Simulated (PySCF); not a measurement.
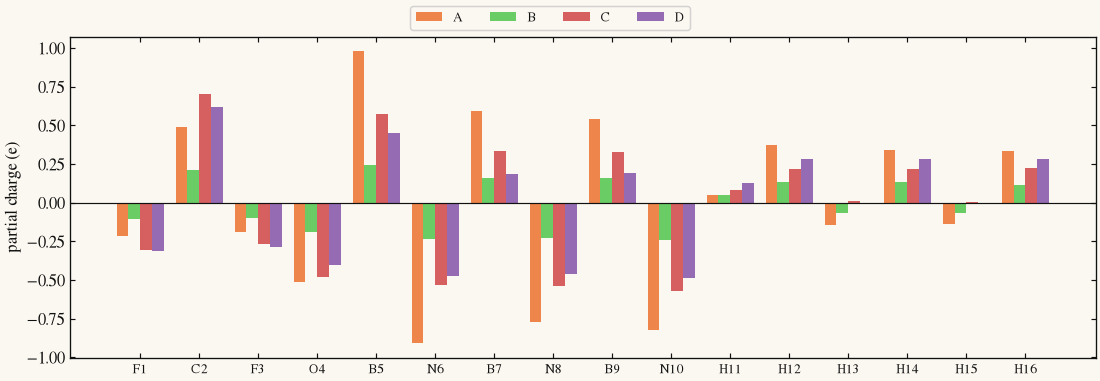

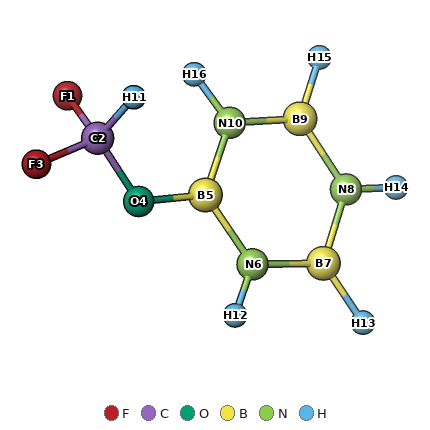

Atomic charges of CH₆B₃F₂N₃O, SMILES FC(F)OB1NBNBN1 by 4 schemes, PBE0/pcSseg-1, PySCF 2.14.0, at a PBE0-D3(BJ)/def2-SVP geometry (no frequency check).

> The schemes are ESP fit, Hirshfeld, IAO and Mulliken. Which series is which?

A: ESP fit (B5 0.98 e); B: Hirshfeld (B5 0.24 e); C: Mulliken (B5 0.57 e); D: IAO (B5 0.45 e).

Caveats: one conformer of a flexible molecule.
